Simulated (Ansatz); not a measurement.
## MgH2 (P4_2/mnm): how G0W0 depends on its starting point

Aim: G0W0 for MgH2 (P4_2/mnm) on several starting functionals, at one mesh, band count and screening cutoff.

Program: Ansatz 0.2.0. Level of theory: G0W0 on several functionals, plane waves, PAW. Results are calculated unless marked as measured.

In doubt: masses and optical values from hybrid runs of this build are listed as unsure (step 4), which bears on the screening that GW takes from such a start.

### Step 1. Starting point

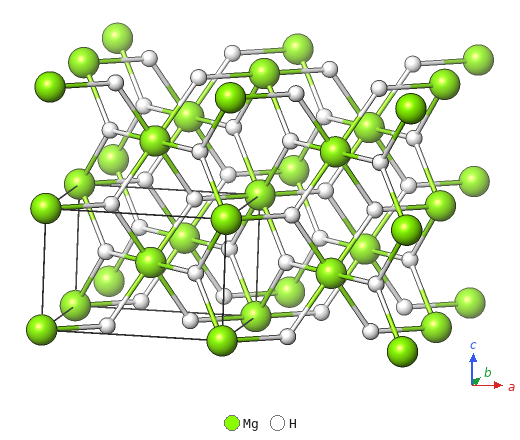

The starting structure, seen slightly off an axis (magnesium green, hydrogen white). 2×2×2 cells are drawn. Some periodic images of atoms are drawn too.

The cell and positions come from the Crystallography Open Database and are kept as given unless a step says otherwise. The default PAW set here is soft_2. Its files were made with PBE.

### Step 2. G0W0 on LDA

G0W0 replaces the xc potential by the self-energy, built once from these orbitals. Only a window of levels is corrected, while the sums run over the empty bands that the input names.

This step: G0W0 on LDA, plane waves, PAW.

Input file input.yaml:

```yaml
crystal:
  lattice:
    - [4.5168, 0.0, 0.0]
    - [0.0, 4.5168, 0.0]
    - [0.0, 0.0, 3.0205]
  atoms:
    - { symbol: Mg, position: [0.0, 0.0, 0.0] }
    - { symbol: Mg, position: [0.5, 0.5, 0.5] }
    - { symbol: H, position: [0.306, 0.306, 0.0] }
    - { symbol: H, position: [0.194, 0.806, 0.5] }
    - { symbol: H, position: [0.694, 0.694, 0.0] }
    - { symbol: H, position: [0.806, 0.194, 0.5] }
kpoints:
  mp_grid: { grid: [4, 4, 6] }
hamiltonian:
  xc: lda
scf:
  occupations: { method: fixed }
gw:
  n_empty_bands: 183
  ecut_chi: 120
  qp_bands: [v2, c2]
  qp_kpoints: band_edges
  screening: { model: contour_deformation }
```

On the command line:

```console
$ ansatz run input.yaml --threads 3 --pin off --max-ram 92160MiB --backend cuda --events-out ev --progress --plain --runs-dir out --devices 1 --max-vram 13GiB  # rebuilt from the run's record
```

Numbers of over 12 decimals in the logs are rounded to 6 here.

The log of the run:

```text
GPUs: using 1 of 1 available (devices: 1).
Engine: ansatz 0.2.0, x86_64-unknown-linux-gnu
Pseudopotentials: kind: paw
Pseudopotential: Mg, paw, valence charge 10, recommended cutoff 420 eV (normal), Mg.paw.azcp
Pseudopotential: H, paw, valence charge 1, recommended cutoff 420 eV (normal), H.paw.azcp
Functional definition: SPW92
  exchange = slater_x
  correlation = pw_c
device memory: the entry about to start is reckoned to put 0.6 GiB on a device that reports 49.9 GiB free (of which the cap on the GPU budget leaves the run 13.0 GiB)
GPU FFT provider: cuFFT
GPU libraries: cuBLAS 13.8.2, cuFFT 12.4.0, cuSOLVER 12.3.4
Crystal: 6 atoms, lattice volume = 61.623 Å³
Basis set: ecut = 420 eV, 1195 PW (Γ)
Bands: 18, of which v1, the nominal top of the filled ones, is band 12 counted from 1 (11 counted from 0)
Symmetry: 16 space group operations
Space group: P42/mnm (ITA 136), of the structure as read, at distance tolerance 3.9e-5 Å
k-points: 24 of 96
Non-local potential: Mg, projectors of the file, l = 0: 3, l = 1: 2, l = 2: 1
Non-local potential: H, projectors of the file, l = 0: 2, l = 1: 1
PAW form: soft (Blöchl's): semilocal exchange-correlation on the pseudo side does not see the compensation charge
PAW frozen core: Mg, regenerated for the run's functional, and the local potential with it (the file was generated under x = pbe(κ = 0.804, μ = 0.219515), c = pbe(β = 0.066725))
PAW one-centre angular grid: Mg, 110 points (default); XC on 64 Gauss nodes
PAW one-centre angular grid: H, 110 points (default); XC on 64 Gauss nodes
Initial density: superposition of atomic densities (neutral atoms: chi_scale 0, normalization atom), corrected by the library's trained network
Initial wavefunctions: pseudopotential atomic-orbital guess
GPU buffer pool allocated for 24576 grid points (all kernels)
GPU transforms: local potential and band sums: pruned to the plane-wave sphere, on 32×32×24
Functional: x = slater, c = lda
SCF iter   1: F=—  HF=-3866.934793 eV  |F-HF|=—  |Δ(HF+E_count)|=         —  Δρ=1.26e-2  dr2=6.62e-2  ethr=1.77e-3  ⟨swp⟩=4.0  Hψ=1915  notcnv=0  defer=82
preconditioner: auto → none  [insulator: Δε(μ)=3.411 eV  Ē_g=9.747 eV  n_scr=10 (ndim 8)  ℏωp=13.4 eV  f_vac=0.000  ε∞_Penn≈2.9]
SCF iter   2: F=—  HF=-3866.906840 eV  |F-HF|=—  |Δ(HF+E_count)|=   2.80e-2  Δρ=4.05e-3  dr2=6.82e-3  ethr=2.76e-4  ⟨swp⟩=1.7  Hψ=656  notcnv=0  defer=90
SCF iter   3: F=—  HF=-3866.903746 eV  |F-HF|=—  |Δ(HF+E_count)|=   3.09e-3  Δρ=1.32e-4  dr2=7.14e-6  ethr=2.84e-5  ⟨swp⟩=3.0  Hψ=743  notcnv=0  defer=96
SCF iter   4: F=—  HF=-3866.903745 eV  |F-HF|=—  |Δ(HF+E_count)|=   1.28e-6  Δρ=4.13e-5  dr2=4.47e-7  ethr=2.98e-8  ⟨swp⟩=2.0  Hψ=720  notcnv=0  defer=31
iter 5 did not close the SCF: its close was put off for the readings that it lacked (scf_convergence_deferred on its scf_iter line)
SCF iter   5: F=-3866.903744 eV  HF=-3866.903744 eV  |F-HF|=4.19e-8  |Δ(HF+E_count)|=   2.84e-7  Δρ=1.14e-5  dr2=3.50e-8  ethr=1.86e-9  ⟨swp⟩=2.0  Hψ=612  notcnv=0  defer=31
SCF iter   6: F=-3866.903744 eV  HF=-3866.903744 eV  |F-HF|=7.28e-12  |Δ(HF+E_count)|=   2.43e-8  Δρ=2.02e-7  dr2=2.41e-11  ethr=1.46e-10  ⟨swp⟩=5.2  Hψ=1816  notcnv=0
SCF 1 converged in 6 iterations: F = -3866.903744 eV  dr2 = 2.41e-11
  greatest PAW one-centre occupation: 1.000 electrons in one spin orbital (limit 2), on the Mg atom at site 0 (counted from 0), in its partial waves of l = 1
device memory: the entry about to start is reckoned to put 0.7 GiB on a device that reports 49.7 GiB free (of which the cap on the GPU budget leaves the run 13.0 GiB)
NSCF: frozen V_eff on 24 k-points, pencils in batches of 32, up to order 72
the band table was solved once the SCF had ended and its energy, with any forces and stress, was formed, with the checks that follow a solve (2125 applications of the Hamiltonian). They found nothing against the state; the energy, forces and stress were not computed again (output.eigenvalues in the input reference)
device memory: the entry about to start is reckoned to put 3.5 GiB on a device that reports 50.4 GiB free (of which the cap on the GPU budget leaves the run 13.0 GiB)
NSCF: frozen V_eff on 24 k-points
G₀W₀ screening: q 1/24
[... further progress lines ...]
SCF converged after 6 iterations
Free energy (F): -3866.903744 eV
Harris-Foulkes:  -3866.903744 eV  (|F-HF|=7.28e-12)
Internal energy: -3866.903744 eV  (E = F + TS)
E sigma→0 (E₀):  -3866.903744 eV
Fermi energy:    1.667387 eV
--- Per-component energies (eV) ---
  E_band       = -754.096012
  E_kinetic    = 206.115711
  E_local      = -3451.586236  (includes V_loc(G=0)·N_el)
  E_nonlocal   = 197.308332
  E_hartree    = 1237.222083
  E_xc         = -93.077217
  E_vxc        = -121.215347  (∫ρ·V_xc dr)
  E_paw        = -544.047344  (= ΣΔE_a)
  E_vpaw       = -59.157837  (= ΣTr[D̂ρ^β])
  E_aug_tail   = -0.004988  (compensation charges beyond the density's cutoff)
  E_ewald      = -1419.135044
  E_core_change = 0.300959  (= ΣΔE_core)
  E_smearing   = -0.000000  (= −TS)
  E_closure    = -0.000000  (closes the sum)
  Σ components = -3866.903744   (vs F -3866.903744, Δ=0.00e0)
--- Band table (eV; the first three rows and the last of 24) ---
  k-point 0: bands = [... 8 lower, -4.8637, 0.2397, 0.2397, 1.1775, 6.1154, 6.5556, 10.5195, 10.5195, ... 2 higher]
  k-point 1: bands = [... 8 lower, -4.4455, 0.5183, 0.5183, 1.1750, 6.5710, 6.6101, 9.5660, 10.7317, ... 2 higher]
  k-point 2: bands = [... 8 lower, -3.2332, 0.4506, 1.2082, 1.2082, 6.4271, 7.9374, 9.3435, 9.3677, ... 2 higher]
  k-point 23: bands = [... 8 lower, -0.2229, -0.2229, 0.7612, 0.7612, 5.2051, 5.2051, 5.5630, 5.5630, ... 2 higher]
--- G₀W₀: contour deformation, 6 samples at zero and on the imaginary axis and 1 off it, 96 q-points, 183 empty bands' worth ---
  eigenvalues of the whole cell's RPA ε∞ on this k-mesh (on a slab, of 1 + 4πα/V) = 4.0120, 4.0120, 4.0273; static W/v taken at q = 0 is 0.248938
  bands read: the sum over 195 bands ends inside a degenerate multiplet in 15 slots, whose members it reads at an even weight; the widest, k=0: bands 195 to 196 (counted from 1) at 1/2 each
  gw.qp_kpoints: band_edges: 17 of 24 stored k-points solved, in 1 pass; an edge of the gap read off the rows below is read off those points alone
    valence top: of the k-points left out ik 18 came nearest to being solved in a further pass, in band 12 (counted from 1, as in the quasiparticle table): it holds the edge there only if its correction is more favourable than any solved in that band by at least 0.702 eV; those differ by 0.168 eV
    conduction bottom: of the k-points left out ik 18 came nearest to being solved in a further pass, in band 14 (counted from 1, as in the quasiparticle table): it holds the edge there only if its correction is more favourable than any solved in that band by at least 0.735 eV; those differ by 0.345 eV
    ik  band        ε_KS         Σx   Σc(E_QP)       V_xc       Z   E_QP_lin       E_QP  E_QP is
     0    11      0.2397   -15.1641     2.6724   -11.1405  0.7460    -1.1486    -1.1115  root
     0    12      1.1775   -14.7479     2.0771   -11.4793  0.7596    -0.0368    -0.0141  root
     0    13      6.1154    -2.9863    -3.6713    -7.2609  0.8128     6.7230     6.7188  root
     0    14      6.5556    -6.1446    -3.7315   -10.5974  0.7947     7.2830     7.2769  root
     1    11      0.5183   -15.0937     2.5615   -11.1850  0.7497    -0.8635    -0.8289  root
     1    12      1.1750   -14.9382     2.1750   -11.5204  0.7586    -0.0930    -0.0679  root
     1    13      6.5710    -2.8965    -3.7521    -7.2625  0.8106     7.1895     7.1850  root
     1    14      6.6101    -6.1320    -3.8622   -10.8237  0.7968     7.4479     7.4396  root
     2    11      1.2082   -15.0125     2.3171   -11.3506  0.7576    -0.1667    -0.1366  root
     2    12      1.2082   -15.0125     2.3171   -11.3506  0.7576    -0.1667    -0.1366  root
     2    13      6.4271    -5.7605    -4.0447   -10.7719  0.8010     7.4056     7.3938  root
     2    14      7.9374    -2.6397    -3.9950    -7.2676  0.8018     8.5762     8.5703  root
     3    11      1.6674   -15.0878     2.2015   -11.5270  0.7613     0.2796     0.3080  root
     3    12      1.6674   -15.0878     2.2015   -11.5270  0.7613     0.2796     0.3080  root
     3    13      7.6111    -5.7830    -4.2544   -10.9652  0.7884     8.5524     8.5389  root
     3    14      7.6111    -5.7830    -4.2544   -10.9652  0.7884     8.5524     8.5389  root
     4    11      0.5165   -15.1007     2.5671   -11.1840  0.7497    -0.8677    -0.8330  root
     4    12      1.6671   -14.9446     2.1386   -11.4927  0.7623     0.3275     0.3538  root
     4    13      6.1344    -4.7326    -3.7348    -9.2042  0.8051     6.8775     6.8712  root
     4    14      7.8886    -4.0149    -4.0281    -8.7308  0.7941     8.5835     8.5765  root
     5    11      0.7652   -15.0576     2.4737   -11.2365  0.7527    -0.6149    -0.5821  root
     5    12      1.6561   -15.0006     2.1671   -11.5053  0.7619     0.3009     0.3278  root
     5    13      6.5525    -4.6849    -3.8455    -9.2988  0.8030     7.3281     7.3209  root
     5    14      8.2122    -4.2319    -4.0855    -9.0180  0.7906     8.9204     8.9127  root
[...]
19    11      0.6890   -14.5731     2.3621   -10.9134  0.7538    -0.6388    -0.6086  root
    19    12      0.6890   -14.5731     2.3621   -10.9134  0.7538    -0.6388    -0.6086  root
    19    13      5.6252    -5.0005    -3.7041    -9.4340  0.8031     6.3607     6.3546  root
    19    14      5.6252    -5.0005    -3.7041    -9.4340  0.8031     6.3607     6.3546  root
    23    11      0.7612   -14.7510     2.4489   -10.9438  0.7537    -0.6303    -0.5972  root
    23    12      0.7612   -14.7510     2.4489   -10.9438  0.7537    -0.6303    -0.5972  root
    23    13      5.2051    -5.4669    -3.7387   -10.0460  0.8052     6.0532     6.0454  root
    23    14      5.2051    -5.4669    -3.7387   -10.0460  0.8052     6.0532     6.0454  root
```

Elapsed: 16 s, on 1 × NVIDIA H100 80GB HBM3 (shared by 6 runs) with 3 threads of AMD EPYC 7R13 (Zen 3), shared host; peak memory 1.2 GiB; 23 s of CPU time.

This step gave:

| Property | Result |
| --- | --- |
| bands summed | 195 |
| RPA ε∞ on this mesh (eigenvalues) | 4.012, 4.012, 4.027 |
| plane waves in the screening matrix | 181 |
| q-points in the mesh | 96 |
| G0W0 gap on the mesh | 5.692 eV |
| k of the valence top | 0, 0.25, 0 |
| k of the conduction bottom | -0.5, -0.5, -0.5 |
| starting gap on the mesh | 3.538 eV |
| Z at the valence top | 0.7623 |
| Z at the conduction bottom | 0.8052 |
| least direct G0W0 gap on the computed points | 6.492 eV |

The gap on the mesh goes from 3.54 eV to 5.69 eV, a correction of +2.15 eV. Between the two edge states, bare exchange in place of the xc potential would open the gap by 8.03 eV, and correlation takes back 5.88 eV.

### Step 3. G0W0 on PBE

One-shot GW remembers its start. Another functional's orbitals and levels show by how much.

This step: G0W0 on PBE, plane waves, PAW.

input.yaml, as its differences from that of step 2:

```diff
@@ -15,3 +15,3 @@
 hamiltonian:
-  xc: lda
+  xc: pbe
 scf:
```

The log of the run:

```text
GPUs: using 1 of 1 available (devices: 1).
[...]
GPU FFT provider: cuFFT
GPU libraries: cuBLAS 13.8.2, cuFFT 12.4.0, cuSOLVER 12.3.4
Crystal: 6 atoms, lattice volume = 61.623 Å³
Basis set: ecut = 420 eV, 1195 PW (Γ)
Bands: 18, of which v1, the nominal top of the filled ones, is band 12 counted from 1 (11 counted from 0)
Symmetry: 16 space group operations
[...]
k-points: 24 of 96
[...]
GPU buffer pool allocated for 24576 grid points (all kernels)
[...]
SCF iter   1: F=—  HF=-3912.183994 eV  |F-HF|=—  |Δ(HF+E_count)|=         —  Δρ=4.80e-4  dr2=6.55e-5  ethr=1.77e-3  ⟨swp⟩=4.0  Hψ=1911  notcnv=0  defer=81
[...]
SCF iter   6: F=-3912.183862 eV  HF=-3912.183862 eV  |F-HF|=8.23e-11  |Δ(HF+E_count)|=  3.90e-10  Δρ=4.60e-7  dr2=4.49e-11  ethr=2.81e-12  ⟨swp⟩=5.0  Hψ=1848  notcnv=0
SCF 1 converged in 6 iterations: F = -3912.183862 eV  dr2 = 4.49e-11
[...]
NSCF: frozen V_eff on 24 k-points, pencils in batches of 32, up to order 72
[...]
NSCF: frozen V_eff on 24 k-points
G₀W₀ screening: q 1/24
[... further progress lines ...]
SCF converged after 6 iterations
Free energy (F): -3912.183862 eV
[...]
Internal energy: -3912.183862 eV  (E = F + TS)
E sigma→0 (E₀):  -3912.183862 eV
Fermi energy:    1.741094 eV
[...]
--- Band table (eV; the first three rows and the last of 24) ---
  k-point 0: bands = [... 8 lower, -4.6184, 0.3701, 0.3701, 1.3015, 6.5359, 6.8850, 10.9142, 10.9142, ... 2 higher]
  k-point 1: bands = [... 8 lower, -4.2046, 0.6382, 0.6382, 1.2816, 6.9917, 6.9939, 9.9755, 11.0956, ... 2 higher]
  k-point 2: bands = [... 8 lower, -3.0080, 0.5701, 1.2943, 1.2943, 6.9063, 8.3585, 9.6414, 9.7365, ... 2 higher]
  k-point 23: bands = [... 8 lower, -0.0990, -0.0990, 0.8681, 0.8681, 5.6488, 5.6488, 5.9762, 5.9762, ... 2 higher]
[...]
0    11      0.3701   -15.4083     2.6927   -11.2501  0.7524    -1.1366    -1.0955  root
     0    12      1.3015   -15.0589     2.1534   -11.5994  0.7647    -0.0309    -0.0045  root
     0    13      6.5359    -2.9013    -3.5498    -6.8195  0.8189     6.9058     6.9043  root
     0    14      6.8850    -5.9769    -3.6509   -10.2551  0.8022     7.5166     7.5123  root
     1    11      0.6382   -15.3542     2.5884   -11.3149  0.7557    -0.8508    -0.8127  root
     1    12      1.2816   -15.2431     2.2401   -11.6644  0.7636    -0.0851    -0.0570  root
     1    13      6.9917    -2.8152    -3.6256    -6.8209  0.8168     7.3734     7.3718  root
     1    14      6.9939    -5.9488    -3.7640   -10.3980  0.8038     7.6844     7.6791  root
[...]
23    11      0.8681   -15.0523     2.4881   -11.1148  0.7592    -0.6174    -0.5813  root
    23    12      0.8681   -15.0523     2.4881   -11.1148  0.7592    -0.6174    -0.5813  root
    23    13      5.6488    -5.2771    -3.6304    -9.5227  0.8117     6.2680     6.2640  root
    23    14      5.6488    -5.2771    -3.6304    -9.5227  0.8117     6.2680     6.2640  root
```

The job ended after 22 s (1 × NVIDIA H100 80GB HBM3 (shared by 6 runs) with 3 threads; peak memory 1.2 GiB; 38 s of CPU time).

Numbers from this step:

- bands summed: 195
- RPA ε∞ on this mesh (eigenvalues): 3.655, 3.655, 3.667
- plane waves in the screening matrix: 181
- q-points in the mesh: 96
- G0W0 gap on the mesh: 5.895 eV
- k of the valence top: 0, 0.25, 0
- k of the conduction bottom: -0.5, -0.5, -0.5
- starting gap on the mesh: 3.908 eV
- Z at the valence top: 0.7669
- Z at the conduction bottom: 0.8117
- least direct G0W0 gap on the computed points: 6.687 eV

Against the run with 4×4×6 mesh, 183 empty bands, screening to 120 eV on LDA, the gap moves by +0.20 eV, while the start moved by +0.37 eV.

### Step 4. G0W0 on HSE06

This step: G0W0 on HSE06, plane waves, PAW.

input.yaml, as its differences from that of step 3:

```diff
@@ -15,3 +15,3 @@
 hamiltonian:
-  xc: pbe
+  xc: hse06
 scf:
```

The log of the run:

```text
GPUs: using 1 of 1 available (devices: 1).
[...]
davidson cushion auto → on  (no smearing: the cushion is to keep the highest requested band from converging to the state above it; pin scf.eigensolver.cushion to override)
[...]
GPU FFT provider: cuFFT
GPU libraries: cuBLAS 13.8.2, cuFFT 12.4.0, cuSOLVER 12.3.4
Crystal: 6 atoms, lattice volume = 61.623 Å³
Basis set: ecut = 420 eV, 1195 PW (Γ)
[...]
1    13      7.2693    -2.7673    -3.4212    -6.5239  0.8398     7.6057     7.6047  root
     1    14      7.4295    -5.6965    -3.5599    -9.8017  0.8293     7.9773     7.9747  root
[...]
23    11      0.0189   -15.1044     2.1359   -11.9427  0.7914    -1.0199    -1.0069  root
    23    12      0.0189   -15.1044     2.1359   -11.9427  0.7914    -1.0199    -1.0069  root
    23    13      6.0165    -5.0676    -3.4393    -9.0226  0.8357     6.5344     6.5322  root
    23    14      6.0165    -5.0676    -3.4393    -9.0226  0.8357     6.5344     6.5322  root
[key lines of the parts left out:]
Free energy (F): -3913.072269 eV
Fermi energy:    0.990776 eV
```

It took 47 s on 1 × NVIDIA H100 80GB HBM3 (shared by 6 runs) with 3 threads; peak memory 1.6 GiB; 53 s of CPU time.

Numbers from this step:

- bands summed: 195
- RPA ε∞ on this mesh (eigenvalues): 3.108, 3.108, 3.115
- plane waves in the screening matrix: 181
- G0W0 gap on the mesh: 6.542 eV
- k of the valence top: 0, 0.25, 0
- k of the conduction bottom: -0.5, -0.5, -0.5
- starting gap on the mesh: 5.026 eV
- least direct G0W0 gap on the computed points: 7.341 eV

Against the run with 4×4×6 mesh, 183 empty bands, screening to 120 eV on PBE, the gap moves by +0.65 eV, while the start moved by +1.12 eV.

### Step 5. Side by side

All on the 4×4×6 mesh with 183 empty bands and screening to 120 eV. Times are wall times on 1 × NVIDIA H100 80GB HBM3 (shared by 6 runs) with 3 threads of AMD EPYC 7R13 (Zen 3), shared host, good to a factor of about two.

```csv
start,starting gap (eV),shift (eV),G0W0 gap (eV),RPA ε∞ (harmonic mean),"Z (valence, conduction)",time
LDA,3.54,+2.15,5.69,4.02,"0.76, 0.81",16 s
PBE,3.91,+1.99,5.90,3.66,"0.77, 0.81",22 s
HSE06,5.03,+1.52,6.54,3.11,"0.80, 0.84",47 s
```

The parts of the quasiparticle energy at the two band edges (eV; QP = start + Σx + Σc − Vxc):

```
  run               edge  start      Σx     Σc     Vxc     Z     QP
  LDA        valence top   1.67  -14.94   2.14  -11.49  0.76   0.35
  LDA  conduction bottom   5.21   -5.47  -3.74  -10.05  0.81   6.05
  PBE        valence top   1.74  -15.27   2.20  -11.70  0.77   0.37
  PBE  conduction bottom   5.65   -5.28  -3.63   -9.52  0.81   6.26
HSE06        valence top   0.99  -15.35   1.90  -12.44  0.80  -0.01
HSE06  conduction bottom   6.02   -5.07  -3.44   -9.02  0.84   6.53
```

For a hybrid start, Vxc holds its share of exact exchange.

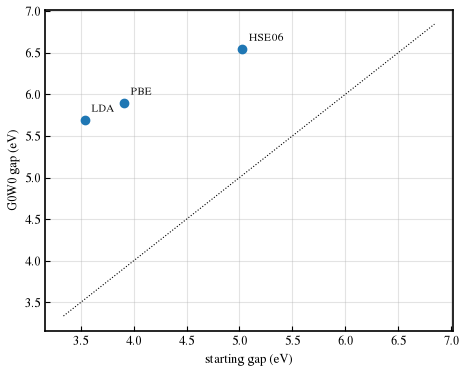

G0W0 gap against starting gap; on the dotted line the correction would vanish.

### Step 6. What came out

| Property | Result |
| --- | --- |
| G0W0@LDA | 5.69 eV (start 3.54 eV) |
| G0W0@PBE | 5.90 eV (start 3.91 eV) |
| G0W0@HSE06 | 6.54 eV (start 5.03 eV) |
| known limits | not at the basis limit |

**Reading.** The starting gaps span 1.49 eV and the G0W0 gaps 0.85 eV. Between LDA and HSE06, 0.85 eV of the 1.49 eV survives, 57 %. HSE06 screens less than LDA (ε∞ 3.11 against 4.02). Of the 0.85 eV by which its G0W0 gap is higher, the correlation part gives +0.54 eV, and exchange with the one-particle terms, which follow the orbitals, +0.31 eV. The smallest correction, +1.52 eV, is on HSE06, the start nearest to reproducing itself. Bands and cutoff are finite, so the gap is not at the basis limit. The miss can reach some tenths of an eV and take either sign; the mesh is an error of its own.

[Paths, hosts, dates, memory and timing lines, banners, echoed tables and standing remarks are left out of the program output.]

[Logs are printed without paths, hosts, clocks, repeated set-up lines and the standing remarks that a program may print on its own settings, such as how far it seeks lower states.]

[Runs of the session that timed out or met a known fault of the program may be left out.]

[Cells called generated may have been cut or substituted from an entry of the Crystallography Open Database or the Materials Project.]

[Hosts, paths, dates, database ids (printed as entryN), source tags and the programs' standing remarks are cut or masked in the printed files.]
